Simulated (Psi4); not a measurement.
**GeHCl3 (SMILES [Cl][GeH]([Cl])[Cl]) at SCAN/aug-cc-pVDZ**

What is the vertical singlet–triplet gap of GeHCl3 at SCAN/aug-cc-pVDZ? 

The calculation is run with Psi4 1.11.

2 further runs of the same task are left out: 1 that didn't finish, 1 set aside as unsound or not needed. Runs told in other sessions of the task aren't counted.

### Step 1. The system as given

GeHCl3 has 5 atoms, charge 0, and is taken as a singlet. As SMILES, `[Cl][GeH]([Cl])[Cl]`. Geometry: relaxed at PBE0-D4/def2-TZVP.

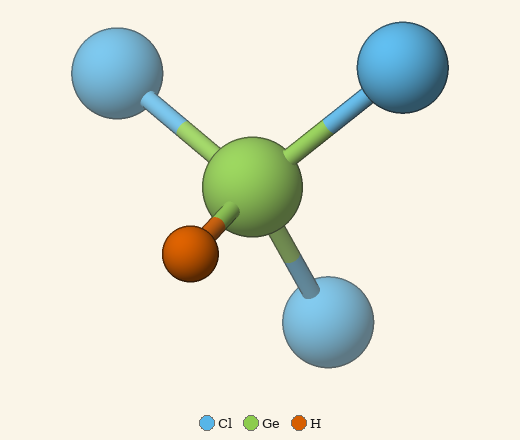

Viewed from a chosen angle; chlorine blue, germanium green, hydrogen orange.

### Step 2. A single-point energy at SCAN/aug-cc-pVDZ

The input, cl3geh.py:

```python
import psi4

psi4.set_memory(1600000000)
psi4.set_num_threads(1)
psi4.set_output_file('cl3geh.out', False)

m = psi4.geometry("""
Cl    -1.177700    -0.012800     1.700700
Ge     0.102400     0.090600     0.006200
Cl     1.117900    -1.767600    -0.185300
Cl    -1.095100     0.385600    -1.725800
H      1.102600     1.230700     0.163000
symmetry c1
""")

psi4.set_options({
    'puream': True,
    'scf_type': 'pk',
    'dft_radial_points': 99,
    'dft_spherical_points': 590,
})

e_tot = psi4.energy('scan/aug-cc-pVDZ', molecule=m)
print('E =', round(e_tot, 9))
```

The run is started by

```bash
$ python cl3geh.py
```

cl3geh.out:

```text
[...]
  Running in c1 symmetry.
[...]
  Nuclear repulsion =  559.185580250140447
[...]
  Multiplicity = 1
[...]
  Nalpha       = 42
  Nbeta        = 42
[...]
    Number of basis functions: 126
[...]
   @RKS iter   1: -3457.87898525835726   -2.49377e+00   9.97380e-03 ADIIS/DIIS
[...]
   @RKS iter   8: -3458.59401737035751   -6.45059e-08   9.74165e-07 DIIS
[...]
    Orbital Energies [Eh]
    ---------------------
    Doubly Occupied:
       1A   -398.410366     2A   -101.263313     3A   -101.263310
       4A   -101.263271     5A    -49.768036     6A    -44.248946
       7A    -44.248945     8A    -44.247488     9A     -9.393121
      10A     -9.393111    11A     -9.393078    12A     -7.138369
      13A     -7.138362    14A     -7.138329    15A     -7.130990
      16A     -7.130988    17A     -7.130951    18A     -7.130926
      19A     -7.130919    20A     -7.130884    21A     -6.287189
      22A     -4.435579    23A     -4.435576    24A     -4.430963
      25A     -1.242711    26A     -1.242710    27A     -1.238395
      28A     -1.237711    29A     -1.237706    30A     -0.835215
      31A     -0.798954    32A     -0.798935    33A     -0.547379
      34A     -0.408142    35A     -0.406496    36A     -0.406466
[...]
  @RKS Final Energy: -3458.59401737035751
   => Energetics <=
    Nuclear Repulsion Energy =            559.1855802501404469
    One-Electron Energy =               -5914.9757253902716911
    Two-Electron Energy =                2061.6967010352555008
    DFT Exchange-Correlation Energy =    -164.5005732654818473
    Empirical Dispersion Energy =           0.0000000000000000
    VV10 Nonlocal Energy =                  0.0000000000000000
    Total Energy =                      -3458.5940173703575056
[...]
 Multipole Moments:
 ------------------------------------------------------------------------------------
     Multipole            Electronic (a.u.)      Nuclear  (a.u.)        Total (a.u.)
 ------------------------------------------------------------------------------------
 L = 1.  Multiply by 2.5417464519 to convert [e a0] to [Debye]
 Dipole X            :          1.2199598           -0.8405712            0.3793886
 Dipole Y            :          1.3901840           -0.9581349            0.4320490
 Dipole Z            :          0.1911633           -0.1315090            0.0596543
 Magnitude           :                                                    0.5780664
[...]
```

The script printed:

```text
E = -3458.59401737
```

It took 99 s on 1 thread of Intel Xeon Platinum 8223CL at 3.00GHz (Skylake/Cascade Lake), shared host; peak memory 1 GiB.

### Step 3. The triplet

The input, job.py:

```python
import psi4

psi4.set_memory(1600000000)
psi4.set_num_threads(1)
psi4.core.set_output_file('psi4.out', False)

m = psi4.geometry("""
0 3
Cl    -1.177700    -0.012800     1.700700
Ge     0.102400     0.090600     0.006200
Cl     1.117900    -1.767600    -0.185300
Cl    -1.095100     0.385600    -1.725800
H      1.102600     1.230700     0.163000
symmetry c1
""")

psi4.set_options({
    'reference': 'uks',
    'puream': True,
    'scf_type': 'pk',
    'dft_radial_points': 99,
    'dft_spherical_points': 590,
    'maxiter': 100,
})

energy_value = psi4.energy("scan/aug-cc-pVDZ")
print('E =', round(energy_value, 9))
```

The run is started by

```bash
$ python job.py
```

psi4.out:

```text
[...]
  Running in c1 symmetry.
[...]
  Nuclear repulsion =  559.185580250140447
[...]
  Multiplicity = 3
[...]
  Nalpha       = 43
  Nbeta        = 41
[...]
    Number of basis functions: 126
[...]
   @UKS iter   1: -3457.58621368626973   -2.20100e+00   1.03044e-02 ADIIS/DIIS
[...]
   @UKS iter  24: -3458.38121486367800   -1.32995e-08   5.30280e-07 DIIS
[...]
   @S^2 Observed:                2.005682772E+00
[...]
    Orbital Energies [Eh]
    ---------------------
    Alpha Occupied:
       1A   -398.368493     2A   -101.272597     3A   -101.272583
       4A   -101.272565     5A    -49.729728     6A    -44.210576
       7A    -44.210575     8A    -44.210276     9A     -9.402374
      10A     -9.402355    11A     -9.402336    12A     -7.148272
      13A     -7.148256    14A     -7.148238    15A     -7.142648
      16A     -7.142627    17A     -7.142608    18A     -7.139162
      19A     -7.139149    20A     -7.139130    21A     -6.247744
      22A     -4.395839    23A     -4.395836    24A     -4.394337
      25A     -1.207203    26A     -1.207197    27A     -1.206084
      28A     -1.203393    29A     -1.203387    30A     -0.845959
      31A     -0.812630    32A     -0.812615    33A     -0.564060
      34A     -0.427648    35A     -0.414554    36A     -0.414548
[...]
  @UKS Final Energy: -3458.38121486367800
   => Energetics <=
    Nuclear Repulsion Energy =            559.1855802501404469
    One-Electron Energy =               -5915.4955846794273384
    Two-Electron Energy =                2062.4184828482780176
    DFT Exchange-Correlation Energy =    -164.4896932826689238
    Empirical Dispersion Energy =           0.0000000000000000
    VV10 Nonlocal Energy =                  0.0000000000000000
    Total Energy =                      -3458.3812148636779966
  UHF NO Occupations:
  HONO-2 :   41  A 1.9982613
  HONO-1 :   42  A 1.0000000
[...]
 Multipole Moments:
 ------------------------------------------------------------------------------------
     Multipole            Electronic (a.u.)      Nuclear  (a.u.)        Total (a.u.)
 ------------------------------------------------------------------------------------
 L = 1.  Multiply by 2.5417464519 to convert [e a0] to [Debye]
 Dipole X            :          1.0275990           -0.8405712            0.1870278
 Dipole Y            :          1.1708142           -0.9581349            0.2126793
 Dipole Z            :          0.1609228           -0.1315090            0.0294138
 Magnitude           :                                                    0.2847403
[...]
```

The script printed:

```text
E = -3458.381214864
```

Run time: 3.5 min. Hardware: 1 thread of Intel Xeon Platinum 8223CL at 3.00GHz (Skylake/Cascade Lake), shared host; peak memory 1 GiB.

### Step 4. Outcome

At SCAN/aug-cc-pVDZ:

| quantity | value |
| --- | --- |
| singlet: total energy | -3458.59402 Eh |
| singlet: dipole moment | 1.47 D |
| singlet: HOMO energy | -8.37 eV |
| singlet: LUMO energy | -2.39 eV |
| singlet: HOMO–LUMO gap | 5.98 eV |
| triplet: total energy | -3458.38121 Eh |
| triplet: dipole moment | 0.72 D |
| triplet: HOMO energy (highest over α and β) | -2.98 eV |
| triplet: ⟨S²⟩ | 2.006 |
| vertical energy of the triplet above the singlet | 5.791 eV |

What this shows: At this shape the triplet lies 5.79 eV (559 kJ/mol) above the singlet.
